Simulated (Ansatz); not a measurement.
# CH4BFO (SMILES OCBF) at wB97M-V/def2-SVPD

Aim: the energy change on altering one bond length of CH4BFO at wB97M-V/def2-SVPD, from 2 runs. 

The calculation is run with Ansatz 0.2.0.

93 further runs of the same task are left out: 93 set aside as unsound or not needed.

## Step 1: Starting point

CH4BFO has 8 atoms, charge 0, and is taken as a singlet. As SMILES, `OCBF`. The coordinates come from a PBE0-D4/def2-TZVP relaxation. This is one conformer, not always the lowest.

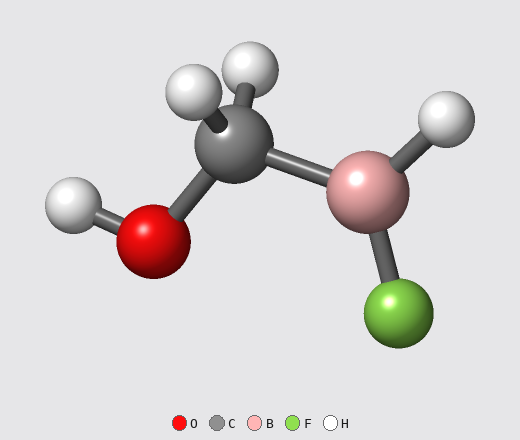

The structure, seen from a chosen angle (oxygen red, carbon grey, boron pink, fluorine green, hydrogen white).

## Step 2: The energy at wB97M-V/def2-SVPD

molecule.yaml reads:

```yaml
crystal:
  periodic: [false, false, false]
  atoms:
    - {symbol: O, position_ang: [-1.240500, 0.762600, -0.169300]}
    - {symbol: C, position_ang: [0.117900, 0.425000, -0.013600]}
    - {symbol: B, position_ang: [0.368600, -1.112000, 0.076000]}
    - {symbol: F, position_ang: [-0.622900, -1.976700, 0.007200]}
    - {symbol: H, position_ang: [-1.319100, 1.717500, -0.217300]}
    - {symbol: H, position_ang: [0.563100, 0.872000, 0.893700]}
    - {symbol: H, position_ang: [0.744200, 0.799800, -0.843400]}
    - {symbol: H, position_ang: [1.481000, -1.545400, 0.210800]}
basis:
  gaussian:
    orbitals: def2-SVPD
hamiltonian:
  xc: {name: wB97M-V}
accuracy: high
output:
  orbitals: {seedname: orbitals}
```

On the command line:

```
ansatz run molecule.yaml --threads 1 --pin off --max-ram 3480MiB --events-out events.jsonl --progress --plain --runs-dir runs
```

Standard output:

```text
Warning: RAYON_NUM_THREADS=1 ignored (pool sized by the plan → 1); use --threads N
Functional definition: wB97M-V
  name "wB97M-V"
  parameter omega = 0.3/bohr
  parameter cx = 0.15
  parameter cx01 = 1.007
  parameter cx10 = 0.259
  parameter css00 = 0.443
  parameter css04 = -1.437
  parameter css10 = -4.535
  parameter css20 = -3.390
  parameter css43 = 4.278
  parameter cos00 = 1.000
  parameter cos10 = 1.358
  parameter cos20 = 2.924
  parameter cos21 = -8.812
  parameter cos60 = -1.390
  parameter cos61 = 9.142
  parameter b = 6.0
  parameter c = 0.01
  gx(w, u) = 1 - cx + cx01*u + cx10*w
  gss(w, u) = css00 + css04*u^4 + css10*w + css20*w^2 + css43*w^4*u^3
  gos(w, u) = cos00 + cos10*w + (cos20 + cos21*u)*w^2 + (cos60 + cos61*u)*w^6
  exchange = spin_sum(e_x_unif_sr(omega)*gx(b97_w, b97_u_x)) + cx*exact_x_sr(omega) + exact_x_lr(omega)
  correlation = spin_sum(e_c_pw_mod_same_spin*gss(b97_w, b97_u_same))
      + integral(e_c_pw_mod_opposite_spin*gos(b97_w_opposite, b97_u_opposite)) + vv10(b, c)
2397 factors; integrals over basis functions are off by at most 3.6e-9 eV
467 factors; integrals over basis functions are off by at most 2.0e-9 eV
mean field evaluation 1: about -6532.9029 eV, gradient 4.4e1 eV
mean field evaluation 2: about -6532.9640 eV, gradient 4.7e1 eV
mean field evaluation 4: about -6536.5035 eV, gradient 1.4e0 eV
mean field evaluation 8: about -6536.5111 eV, gradient 3.7e-2 eV
mean field evaluation 16: about -6536.5111 eV, gradient 1.2e-5 eV
mean field -6536.51108615 eV, -240.2123518095 hartree, gradient 3.7e-8 eV, S^2 0.000000; 0 other end points of the search recorded, 0 dependent functions left out
reference -6536.51109162 eV, -240.2123520107 hartree; 16, 16 occupied and 102, 102 virtual orbitals, 2397 factors
Total energy: -6536.51109162 eV, -240.2123520107 hartree
```

Run time: 68 s. Hardware: 1 thread of Arm Neoverse V2, shared host; peak memory 0.67 GiB.

## Step 3: The distorted shape

job.yaml reads:

```yaml
crystal:
  periodic: [false, false, false]
  atoms:
    - {symbol: O, position_ang: [-1.216922, 0.476160, -0.154902]}
    - {symbol: C, position_ang: [0.141478, 0.138560, 0.000798]}
    - {symbol: B, position_ang: [0.392178, -1.398440, 0.090398]}
    - {symbol: F, position_ang: [-0.599322, -2.263140, 0.021598]}
    - {symbol: H, position_ang: [-1.319100, 1.717500, -0.217300]}
    - {symbol: H, position_ang: [0.586678, 0.585560, 0.908098]}
    - {symbol: H, position_ang: [0.767778, 0.513360, -0.829002]}
    - {symbol: H, position_ang: [1.504578, -1.831840, 0.225198]}
basis:
  gaussian:
    orbitals: def2-SVPD
output:
  orbitals: {seedname: orbitals}
hamiltonian:
  xc: {name: wB97M-V}
accuracy: high
```

On the command line:

```
ansatz run job.yaml --threads 1 --pin off --max-ram 3480MiB --events-out events.jsonl --progress --plain --runs-dir runs
```

Standard output, cut to the lines that bear on the results:

```text
Warning: RAYON_NUM_THREADS=1 ignored (pool sized by the plan → 1); use --threads N
[... 2 set-up lines as earlier in the session ...]
[...]
  gx(w, u) = 1 - cx + cx01*u + cx10*w
  gss(w, u) = css00 + css04*u^4 + css10*w + css20*w^2 + css43*w^4*u^3
  gos(w, u) = cos00 + cos10*w + (cos20 + cos21*u)*w^2 + (cos60 + cos61*u)*w^6
[...]
      + integral(e_c_pw_mod_opposite_spin*gos(b97_w_opposite, b97_u_opposite)) + vv10(b, c)
2416 factors; integrals over basis functions are off by at most 3.6e-9 eV
472 factors; integrals over basis functions are off by at most 2.0e-9 eV
[...]
mean field -6535.32110989 eV, -240.1686209886 hartree, gradient 1.3e-8 eV, S^2 0.000000; 0 other end points of the search recorded, 0 dependent functions left out
reference -6535.32111535 eV, -240.1686211893 hartree; 16, 16 occupied and 102, 102 virtual orbitals, 2416 factors
Total energy: -6535.32111535 eV, -240.1686211893 hartree
```

It took 61 s on 1 thread of Arm Neoverse V2, shared host; peak memory 0.67 GiB.

## Step 4: Summary of results

At wB97M-V/def2-SVPD:

```
                                                         quantity          value
                                        first shape: total energy  -240.21235 Eh
                                         first shape: HOMO energy      -10.78 eV
                                         first shape: LUMO energy        1.16 eV
                                       first shape: HOMO–LUMO gap       11.94 eV
                                    distorted shape: total energy  -240.16862 Eh
                                     distorted shape: HOMO energy      -10.56 eV
                                     distorted shape: LUMO energy        0.68 eV
                                   distorted shape: HOMO–LUMO gap       11.24 eV
energy change with the O1–H5 bond stretched from 0.959 to 1.247 Å       1.190 eV
```

What this shows: With the O1–H5 bond stretched from 0.959 to 1.247 Å the energy rises by 1.19 eV (27 kcal/mol). The first shape isn't relaxed at this level, so the change isn't measured from a minimum.
